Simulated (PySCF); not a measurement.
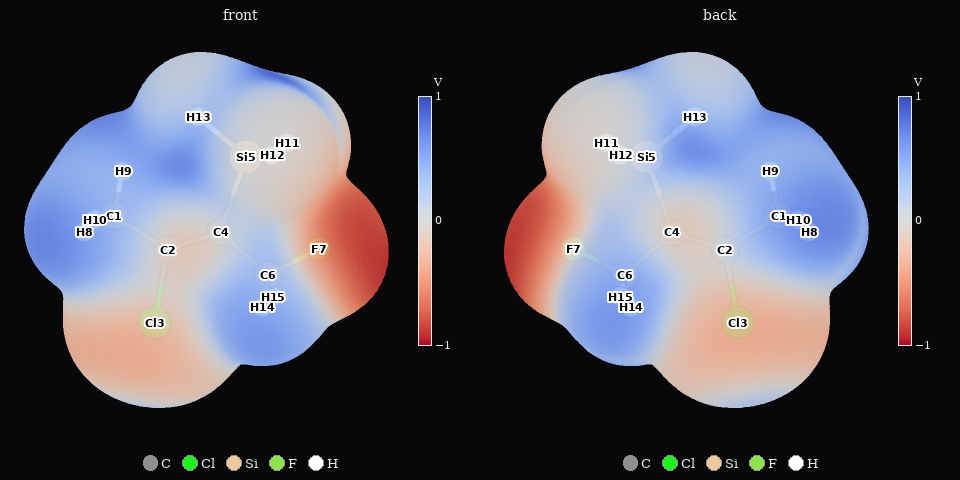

*C4H8ClFSi (SMILES C/C(Cl)=C(\[SiH3])CF). The electrostatic potential painted on the density surface at 0.001 e/bohr³, seen from the front and from behind; red is negative and blue positive.*

Geometry: GFN2-xTB.

Theory: PySCF 2.14.0, PBE0/pcSseg-1, SCF density, gas phase, non-relativistic.

```json
{"atom": "C", "x (Å)": "2.0667", "y (Å)": "0.6361", "z (Å)": "-0.1519"}
{"atom": "C", "x (Å)": "1.0123", "y (Å)": "-0.4115", "z (Å)": "-0.2003"}
{"atom": "Cl", "x (Å)": "1.6825", "y (Å)": "-1.9970", "z (Å)": "-0.5548"}
{"atom": "C", "x (Å)": "-0.2957", "y (Å)": "-0.2924", "z (Å)": "-0.0172"}
{"atom": "Si", "x (Å)": "-1.2700", "y (Å)": "1.2828", "z (Å)": "0.3851"}
{"atom": "C", "x (Å)": "-1.1721", "y (Å)": "-1.5051", "z (Å)": "-0.1205"}
{"atom": "F", "x (Å)": "-2.4886", "y (Å)": "-1.1689", "z (Å)": "0.0892"}
{"atom": "H", "x (Å)": "2.6085", "y (Å)": "0.6609", "z (Å)": "-1.0965"}
{"atom": "H", "x (Å)": "1.6348", "y (Å)": "1.6120", "z (Å)": "0.0374"}
{"atom": "H", "x (Å)": "2.7850", "y (Å)": "0.4041", "z (Å)": "0.6337"}
{"atom": "H", "x (Å)": "-1.9492", "y (Å)": "1.0686", "z (Å)": "1.6602"}
{"atom": "H", "x (Å)": "-2.2165", "y (Å)": "1.5088", "z (Å)": "-0.7041"}
{"atom": "H", "x (Å)": "-0.3672", "y (Å)": "2.4295", "z (Å)": "0.4998"}
{"atom": "H", "x (Å)": "-1.1192", "y (Å)": "-1.9614", "z (Å)": "-1.1161"}
{"atom": "H", "x (Å)": "-0.9159", "y (Å)": "-2.2586", "z (Å)": "0.6339"}
```

Describe the electrostatic potential map.

The most negative region (about −0.9 V, or −21 kcal/mol for a unit charge) lies over F7, the most positive (about +0.8 V, or +18 kcal/mol for a unit charge) over Si5.

How polar is the molecule by this calculation?

Its dipole moment is 1.61 D.
